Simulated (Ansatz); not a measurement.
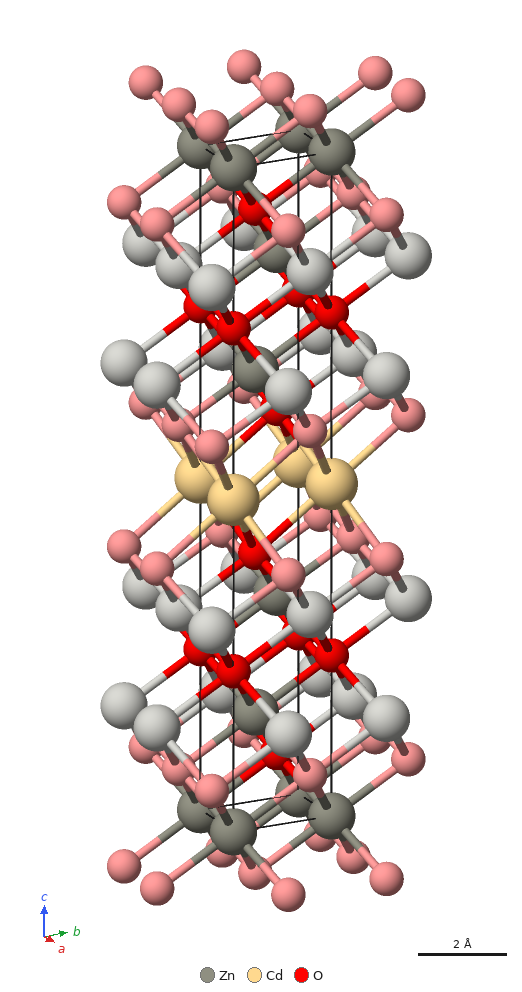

We look at a ball-and-stick model of the crystal slightly off an axis. The conventional unit cell is outlined; an atom on or near a face, edge or corner is repeated at each equivalent position. Neighbours across the faces are drawn wherever a bond reaches them, in fainter colours.

Zn5CdO6, space group P-3m1 (No. 164), a = 3.107 Å, b = 3.107 Å, c = 15.327 Å, α = 90.00°, β = 90.00°, γ = 120.00°. Origin of the cell: a structure type filled with these elements by a generator (whether the compound takes this form wasn't checked). Earlier steps of the study may have refined or changed the cell and positions. It was run through Ansatz as a DFT input.

This one geometry was computed with Ansatz (DFT, plane waves, PAW) at three levels of theory: PBE, PBEsol and r2SCAN.

Which level gives the highest pressure at this volume, and what does that say about its equilibrium volume?

Highest: PBE (0.0 GPa), which points to the largest equilibrium volume. Lowest, with the smallest volume: PBEsol (-7.4 GPa) and r2SCAN (-7.1 GPa). Levels within 0.5 GPa of each other can't be told apart.

How does the band gap change with the level of theory?

PBEsol: a gap of 0.28 eV, indirect; PBE: a gap of 0.36 eV, indirect; r2SCAN: a gap of 0.91 eV, indirect.

Collect the results in a table.

| level | cutoff (eV) | k-mesh of the run's cell | gap (eV) | pressure (GPa) |
| --- | --- | --- | --- | --- |
| PBE | 420 | 12×12×4 | 0.36 | 0.0 |
| PBEsol | 420 | 12×12×4 | 0.28 | -7.4 |
| r2SCAN | 500 | 12×12×4 | 0.91 | -7.1 |

Gaps are taken on the k-mesh or band path of each run.
